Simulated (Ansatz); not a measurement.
CrTc$_{3}$

Input

```
crystal:
  lattice:
    - [3.7768731535, 0.0, 0.0]
    - [0.0, 3.7768731535, 0.0]
    - [0.0, 0.0, 3.7768731535]
  atoms:
    - { symbol: Cr, position: [0.0, 0.0, 0.0], spin: 0.05 }
    - { symbol: Tc, position: [0.0, 0.5, 0.5] }
    - { symbol: Tc, position: [0.5, 0.5, 0.0] }
    - { symbol: Tc, position: [0.5, 0.0, 0.5] }
basis:
  ecutwfc: 600
  ecutrho_ratio: 5
kpoints:
  mp_grid: { grid: [8, 8, 8] }
  band_path:
    path:
      - [[0.0, 0.0, 0.0], [0.0, 0.5, 0.0], [0.5, 0.5, 0.0], [0.0, 0.0, 0.0], [0.5, 0.5, 0.5], [0.0, 0.5, 0.0]]
      - [[0.5, 0.5, 0.5], [0.5, 0.5, 0.0]]
    npoints: 14
hamiltonian:
  xc: pbesol
scf:
  occupations: { method: gaussian, width: 0.05 }
  lower_state_search: "off"
  n_extra_bands: 21
output:
  forces: true
  stress: true
  eigenvalues: true
  populations: true
  dos: { projected: true, de: 0.02, nscf_kmesh: { grid: [12, 12, 12] } }
  bader: false
  write_density: true
  write_potential: true
  elf: true
  volumetric_format: npy
magnetization:
  spin_polarized: true
checkpoint:
  read: start.run
  write: ck
  compress: false
  write_wavefunctions: false
  write_every: 100000
```

Run with:

```sh
ansatz run input.yaml --threads 4 --pin off --max-ram 4096MiB --backend cpu --events-out ev --progress --plain --runs-dir out
```

Below, planes, directions and counts refer to the conventional cell (a = 3.78 Å, b = 3.78 Å, c = 3.78 Å, α = 90.00°, β = 90.00°, γ = 90.00°).

Space group Pm-3m; started from the AuCu3 prototype, which need not be the ambient phase; the program warned that a starting moment wasn't kept; spin-polarised, but the moments vanished.

The calculation used DFT PBEsol, scalar-relativistic, plane waves, PAW (Ansatz).

Q: What will maps of the valence pseudo-density and electron localisation function show?

A: Cr–Tc (2.67 Å): ρ at the midpoint is about 0.36 e/Å³; the ELF is about 0.30 at the midpoint.

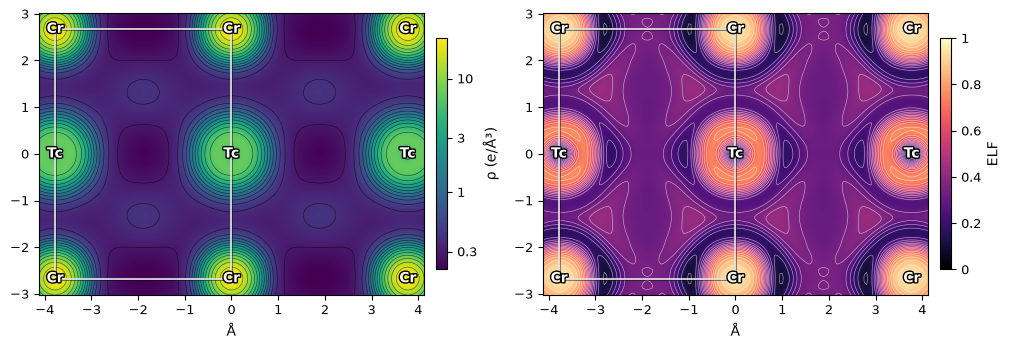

Computed valence pseudo-density and electron localisation function on the (110) plane of the conventional cell, in this order. 

The density is the valence pseudo-density of a PAW calculation; it isn't the true density close to the nuclei.
